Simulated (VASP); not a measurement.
Band structure of RuP (relaxed from the NiAs type structure, space group P6_3/mmc). Method: LDA (Ceperley-Alder, Perdew-Zunger), VASP's LDA PAW potentials (set 64) (plane waves; VASP).

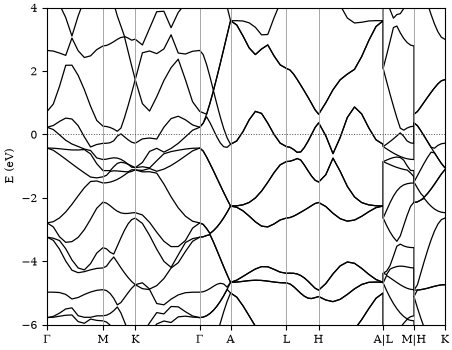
Figure. Bands along high-symmetry lines, zero at the valence-band maximum or, without a gap, the Fermi level

Problem. Read the plot: is there a gap, and where are the band edges?

Solution. It has no gap at this level: it comes out as a metal or semimetal. (Edges off the drawn lines would not show.)

The structure was generated: RuP was put into the NiAs type type (P6_3/mmc), which need not be its known phase. It was relaxed first, which changed the volume by -31 %.
